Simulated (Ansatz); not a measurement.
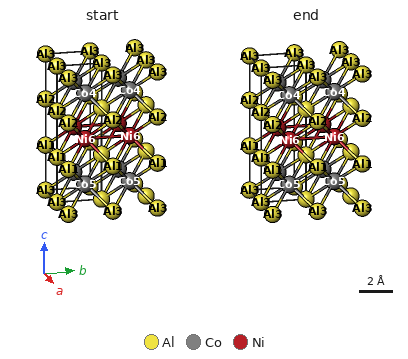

The structure of solid Al$_{3}$Co$_{2}$Ni (a generated structure, set up in P4/mmm) before (left) and after (right) a relaxation, at one scale.

A ball-and-stick model of the cell of the calculation, repeated 2 × 2 × 1 with one cell outlined, seen slightly off an axis.

The calculation used DFT PBE, scalar-relativistic, plane waves, PAW in Ansatz.

Input
```yaml
crystal:
  lattice:
    - [2.8434379307, 0.0, 0.0]
    - [0.0, 2.8434379307, 0.0]
    - [0.0, 0.0, 8.7440011645]
  atoms:
    - { symbol: Al, position: [0.0, 0.0, 0.330085967] }
    - { symbol: Al, position: [0.0, 0.0, 0.669914033] }
    - { symbol: Al, position: [0.0, 0.0, 0.0] }
    - { symbol: Co, position: [0.5, 0.5, 0.8340892017] }
    - { symbol: Co, position: [0.5, 0.5, 0.1659107983] }
    - { symbol: Ni, position: [0.5, 0.5, 0.5] }
basis:
  ecutwfc: 420
kpoints:
  mp_grid: { grid: [14, 14, 4] }
hamiltonian:
  xc: pbe
scf:
  occupations: { method: fermi_dirac, width: 0.15 }
output:
  forces: true
  stress: true
  eigenvalues: true
relax:
  adjacent_minimum: "off"
  f_tol: 0.001
  max_steps: 60
  cell: { stress_tol: 0.01 }
```

Command:
```bash
ansatz run input.yaml --threads 1 --pin off --max-ram 2560MiB --backend cpu --events-out ev --progress --plain --runs-dir out
```

Q: Summarise the run.

A: The largest moves relative to the cell, 0.006 Å, are those of Co4 and Co5. Co5 goes along +c. Al and Ni stay in place. The drawn cell changes as follows: a = b 2.843 → 2.866 Å (+0.8 %), c 8.744 → 8.621 Å (−1.4 %); the volume changes by +0.2 %. Near-neighbour distances that change, for instance: Ni6–Ni6 2.843 → 2.866 Å, Al3–Co4 2.479 → 2.484 Å. The space group stays P4/mmm (No. 123). Over 5 accepted moves (7 points after the start) the energy falls by 4.9 meV per cell of the calculation. The largest force component goes from 0.05 to under 0.0001 eV/Å. Pressure: 0.36 GPa at the start and 0.00 GPa at the end. At 2 points the geometry stayed and the basis and grid were re-selected for the new cell (energy shift of 0.2 meV per cell of the calculation at most each time).

Limits of the set-up: an element that often carries a moment was run without spin polarisation.
